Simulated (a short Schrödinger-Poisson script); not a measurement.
Structure: symmetric double-gate stack, SiO2 on p-type GaN, at 300 K.

```
layer  material  thickness (nm)  Na (cm⁻³)
-----  --------  --------------  ---------
1          SiO2             3.4          -
2           GaN               6       8e16
3          SiO2             3.4          -
```

Constants are typed, rounded textbook-type inputs, not results; the design itself was drawn at random and stands for no fabricated device. SiO2: permittivity 3.9, conduction-band edge (eV) 3.2, gap (eV) 9, electron mass (mₑ) 0.5. GaN: permittivity 9.5, conduction-band edge (eV) 0, gap (eV) 3.43, Nv at 300 K (cm⁻³) 4.6e19.

Channel valleys (confinement mass, in-plane density-of-states mass, number): Γ 0.2, 0.2, 1. At the gates, both at one voltage, the conduction-band edge of layer 1 lies 3.4 eV − eVg above the Fermi level of the channel. Gaps are held at their typed values at every temperature. Mesh 0.03 nm at interfaces.

From a short Schrödinger-Poisson script (our own, NumPy): 1D Poisson equation in equilibrium, electrons quantum, Hartree (BenDaniel-Duke, 12 states a valley, the channel's in-plane mass for all, wave functions free to enter the dielectric), parabolic valleys, classical holes, full ionisation, no traps, pinning or gate leakage.

Only gate voltages with over 1e8 electrons/cm² are shown.

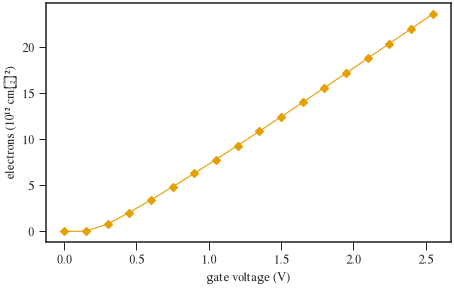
Figure: Sheet density against gate voltage

```tsv
Vg (V)	electrons (cm⁻²)	C (μF/cm²)	Γ E0 (meV)	Γ E1 (meV)
0	1.64e8	< 0.003	245.5	369.0
0.15	4.55e10	0.243	99.7	223.1
0.3	8.03e11	1.21	21.0	141.3
0.45	2.06e12	1.43	-11.3	104.2
0.6	3.43e12	1.50	-33.6	77.0
0.75	4.86e12	1.54	-51.8	53.9
0.9	6.32e12	1.58	-67.6	33.7
1.05	7.81e12	1.61	-81.2	15.9
1.2	9.34e12	1.64	-93.2	0.1
1.35	1.09e13	1.66	-103.8	-14.2
1.5	1.24e13	1.68	-113.6	-27.3
1.65	1.40e13	1.69	-122.8	-39.7
1.8	1.56e13	1.70	-131.7	-51.6
1.95	1.72e13	1.71	-140.3	-63.2
2.1	1.88e13	1.71	-148.9	-74.5
2.25	2.04e13	1.72	-157.4	-85.7
2.4	2.20e13	1.72	-165.9	-96.7
2.55	2.36e13	1.72	-174.3	-107.6
```

Subbands count from the Fermi level. The capacitance is that of both gates.

In real p-type GaN the Mg acceptor is only partly ionised, and so wide a gap doesn't supply an inversion layer without source and drain.
